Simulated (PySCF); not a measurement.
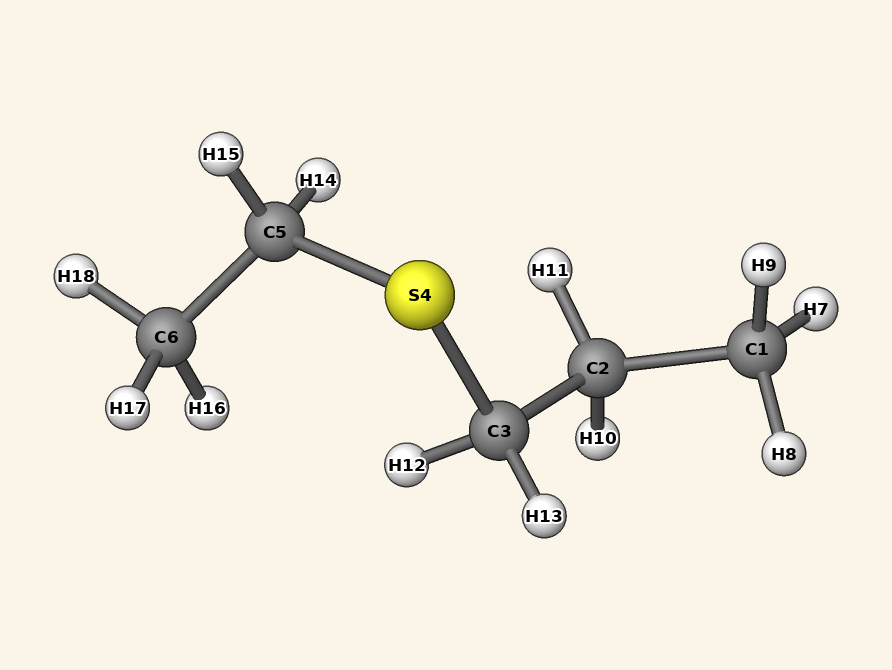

The questions are on isotropic NMR shieldings of the H atoms. Geometry: a frame of a GFN2-xTB molecular-dynamics simulation, not a minimum. Method: GIAO PBE0/pcSseg-1 NMR shielding, non-relativistic, gas phase (PySCF 2.14.0).

Which H atom is the most shielded (lowest chemical shift)?

H11 (31.17 ppm).

Which H atom is the least shielded (highest chemical shift)?

H18 (29.59 ppm).

How wide is the range of H shifts?

1.58 ppm.

Give the isotropic NMR shieldings of the H atoms atom by atom.

```csv
atom,σ (ppm)
H7,31.02
H8,29.92
H9,30.58
H10,30.05
H11,31.17
H12,30.04
H13,30.78
H14,29.93
H15,30.18
H16,30.17
H17,30.47
H18,29.59
```
